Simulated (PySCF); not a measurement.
C$_{6}$H$_{5}$BBrF

```xyz
14

C    -3.2629    0.0097   -0.5538
C    -1.8859   -0.4105   -0.4733
C    -0.7487   -0.7817   -0.3784
C     0.6201   -1.2258   -0.3369
Br    1.2598   -1.6224   -2.2316
C     1.5029   -0.2584    0.2539
C     2.2654    0.5584    0.7152
B     3.2248    1.5641    1.3059
F     2.8875    2.2149    2.3983
H    -3.9031   -0.7072   -0.0405
H    -3.3828    0.9902   -0.0951
H    -3.5641    0.0676   -1.5992
H     0.7122   -2.1944    0.1649
H     4.2743    1.7950    0.8336
```

Geometry: GFN2-xTB.

Theory: wB97X-D/def2-SVPD, SCF density, gas phase in PySCF.

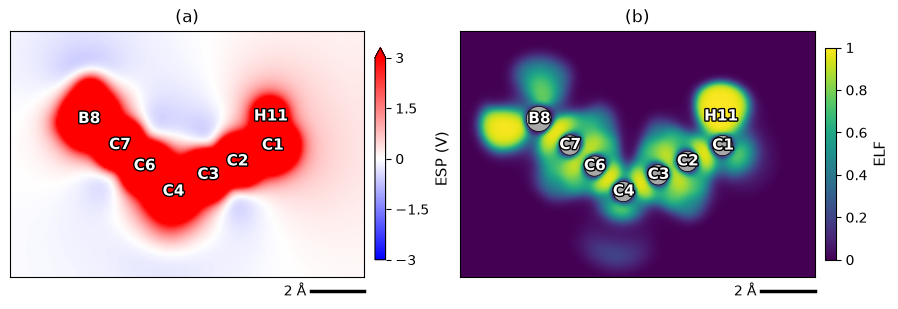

Figure 1. (a) electrostatic potential; (b) ELF on the plane of atoms C3, C4 and C6. Grey discs cover the atomic cores in the ELF map.

Describe what can be read from this map.

Answer. The section cuts through C, B and H sites.
C–C (1.20 Å): the ELF peaks at about 0.80 between the atoms; a multiple bond.
C–B (1.51 Å): the ELF peaks at about 1 between the atoms: localised, covalent bonding.
C–H (1.09 Å): the ELF climbs to about 1 towards the hydrogen, as it does in any bond to H; a covalent bond by its length.
Outside the dense part of the molecule the potential is most negative (−0.6 V) near F9, which lies off the plane.

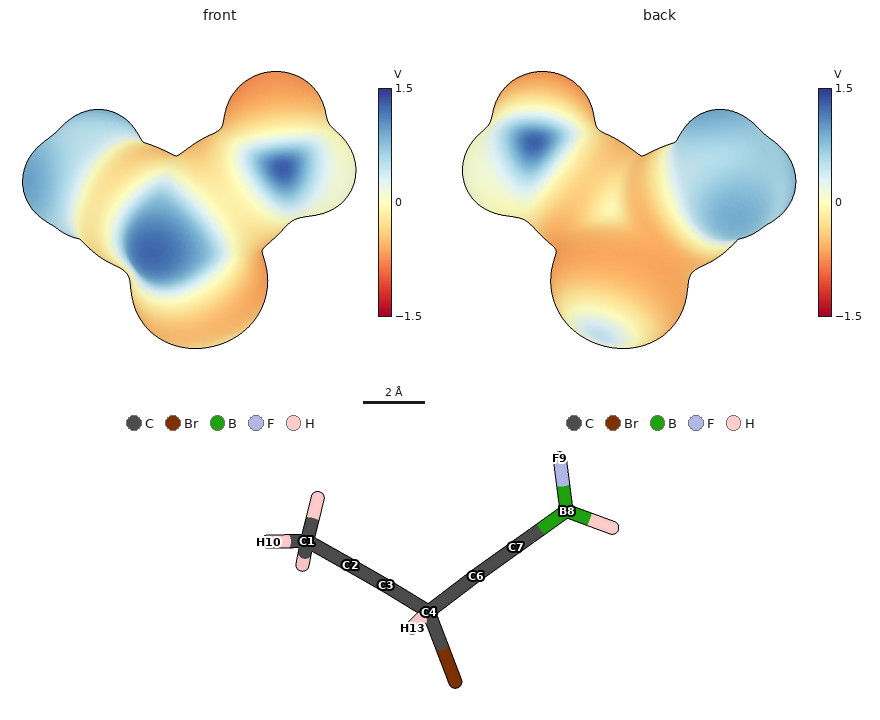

Figure 2. The molecular electrostatic potential painted on the density surface at 0.001 e/bohr³, seen from the front and from behind; the colour scale runs from red (negative) to blue (positive). The bare structure is drawn below in the same view.

Describe the electrostatic potential map.

Answer. The most negative region (about −0.7 V, or −16 kcal/mol for a unit charge) lies over F9, the most positive (about +1.2 V, or +28 kcal/mol for a unit charge) over B8 and H13. Br5 shows a σ-hole: about +0.4 V, or +9 kcal/mol for a unit charge at the tip opposite its bond, against about −0.6 V, or −14 kcal/mol for a unit charge on its flanks.

How polar is the molecule by this calculation?

Answer. Its dipole moment is 2.40 D.
